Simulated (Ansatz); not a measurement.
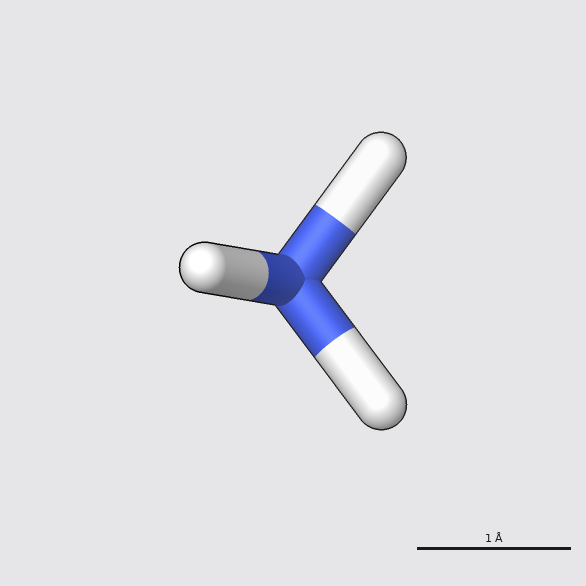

Stick drawing of a structure. Colours: hydrogen white, nitrogen blue.

Computed geometry: PBE0-D4/def2-TZVP optimisation.

What does the picture show?

It has 4 atoms: 1 nitrogen and 3 hydrogen (NH₃). This geometry has C3v symmetry. Coordination: 1 N trigonal pyramidal.

The parts below concern this one geometry. Atoms keep their numbers from picture to picture.

**Geometry**

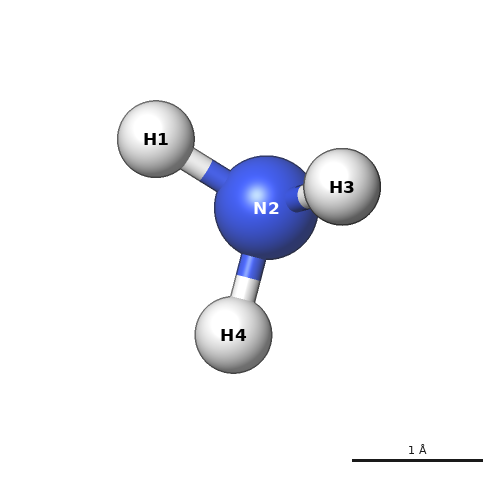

The atoms are numbered.

What are the angles H1–N2–H3?

| angle | degrees |
| --- | --- |
| H1–N2–H3 | 107.1 |

**Vibrations**

Harmonic vibrations computed with RKS PBE0-D4/def2-TZVP (Ansatz 0.2.0) at a stationary point of the same level.

How many vibrational modes are there, and where do they lie?

Answer. 6 modes: 1031, 1670, 1670, 3502, 3631, 3631 cm⁻¹.

**Charges**

The questions are on Mulliken charges. Properties computed with RKS PBE0-D4/def2-TZVP (Ansatz 0.2.0).

List the Mulliken charges.

| atom | value (e) |
| --- | --- |
| H1 | 0.23 |
| N2 | −0.70 |
| H3 | 0.23 |
| H4 | 0.23 |

**Electronic properties**

Level of theory: CCSD(T)/CBS estimate, frozen core: CCSD(T) correlation extrapolated from def2-TZVPP and def2-QZVPP (Ansatz 0.2.0).

Estimate the T1 diagnostic.

Answer. 0.006.

Mulliken values depend strongly on the basis set and can even reverse the polarity of a bond.
